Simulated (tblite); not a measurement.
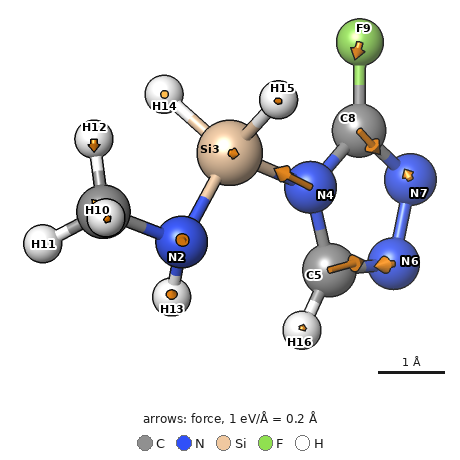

Starting geometry of C3H7FN4Si with the computed forces as orange arrows. Style: ball-and-stick. Shown from a free direction.

The calculation used GFN2-xTB geometry optimisation, gas phase (tblite). 

Q: Is this structure relaxed? If not, where do the atoms go?

A: It isn't relaxed: the largest force vector, on an N atom, is 4.07 eV/Å. The final displacements have little in common with the starting forces (cosine between the two patterns 0.18). After 137 geometry steps the energy has fallen by 20.5 kcal/mol. The largest move after the best rigid fit is that of an H atom, 0.94 Å. Largest moves by element: H 0.94 Å, F 0.70 Å, C 0.36 Å, N 0.32 Å, Si 0.28 Å. Among the contacts that change: C–N 1.367 → 1.293 Å, C–N 1.340 → 1.289 Å, N–Si 1.809 → 1.763 Å, C–H 1.129 → 1.086 Å. Bond angles that change, for instance: C–N–Si 108.4° → 122.9°, N–Si–H 108.5° → 119.1°, C–N–C 110.2° → 100.9°. Groups turn about N–Si by about 20°. Cost: 1 s on 1 thread of AMD EPYC 7R43 64-Core Processor, on a shared host.
